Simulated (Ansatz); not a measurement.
**Run report: CH5FSi, single-point calculation**

- system: CH5FSi
- method: RKS PBE0-d3bj/def2-TZVP (Ansatz 0.2.0)

Some settings of this run were made unusual or wrong on purpose. The geometry comes from this level: PBE-D4/def2-TZVP.

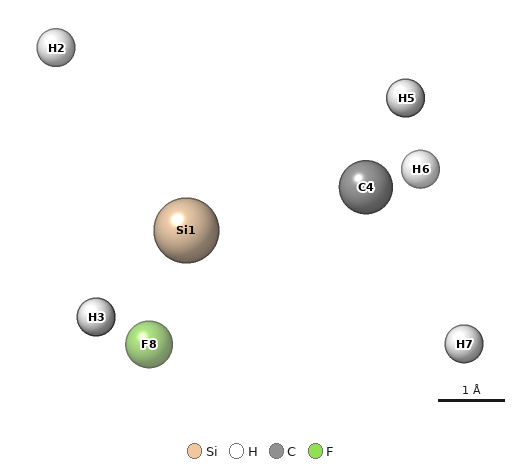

Fig. 1: The structure as given in the input (ball-and-stick view, seen on its broad side; atoms are numbered from 1 in the order of the input).

## Input file
```yaml
crystal:
  periodic: [false, false, false]
  atoms:
    - {symbol: Si, position_ang: [0.574487, -1.025566, 0.155913]}
    - {symbol: H, position_ang: [1.139896, -1.304589, 3.569265]}
    - {symbol: H, position_ang: [3.297928, -1.562636, -0.884102]}
    - {symbol: C, position_ang: [-0.727255, 1.409568, -0.528079]}
    - {symbol: H, position_ang: [0.092270, 3.228692, 0.082511]}
    - {symbol: H, position_ang: [-2.723637, 1.256018, -0.259907]}
    - {symbol: H, position_ang: [-0.986307, 1.564392, -3.389650]}
    - {symbol: F, position_ang: [-0.887223, -3.379174, -0.635560]}
basis:
  gaussian: {orbitals: def2-TZVP}
hamiltonian: {xc: {name: PBE0}, dispersion: d3bj}
```

Machine: 2 CPU threads, shared host.

Command:
```bash
ansatz run in.yaml --threads 2 --pin off --events-out ev --progress --plain --max-ram 32768MiB --backend cpu
```

## The program's output
```
Functional definition: PBE0
  name "PBE0"
  cite "Adamo & Barone, J. Chem. Phys. 110, 6158 (1999) doi:10.1063/1.478522"
  cite "Perdew, Burke & Ernzerhof, Phys. Rev. Lett. 77, 3865 (1996) doi:10.1103/PhysRevLett.77.3865"
  parent pbe
  parameter a = 0.25
  parameter kappa = 0.804
  parameter beta = 0.06672455060314922
  exchange = (1 - a)*pbe_x(kappa = kappa, mu = beta*pi^2/3) + a*exact_x
  correlation = pbe_c(beta = beta)
824 factors; their error is unknown
mean field evaluation 1: about -11669.4671 eV, gradient 5.7e1 eV
mean field evaluation 2: about -11350.4470 eV, gradient 1.8e2 eV
mean field evaluation 4: about -11667.1931 eV, gradient 4.7e1 eV
mean field evaluation 8: about -11680.7223 eV, gradient 4.9e-1 eV
mean field -11680.77126270 eV, -429.2604263933 hartree, gradient 1.2e-5 eV, S^2 0.000000; 0 other end points of the search recorded, 0 dependent functions left out
reference -11680.77130038 eV, -429.2604277780 hartree; 17, 17 occupied and 112, 112 virtual orbitals, 824 factors
Total energy: -11680.88784298 eV, -429.2647106394 hartree
```

## Outcome

- outcome: converged
- total energy: −11680.8878 eV
- mean-field energy: −11680.7713 eV
- dispersion energy: −0.1165 eV
- SCF solution under orbital rotations: stable
- wall time: 1.4 s (CPU time 2.5 s)
- peak memory: 0.21 GiB

## Diagnosis

A setting was made wrong on purpose: the coordinates are scaled as if typed in the wrong unit. The program still converged, but the numbers can't be taken as results for the intended system.
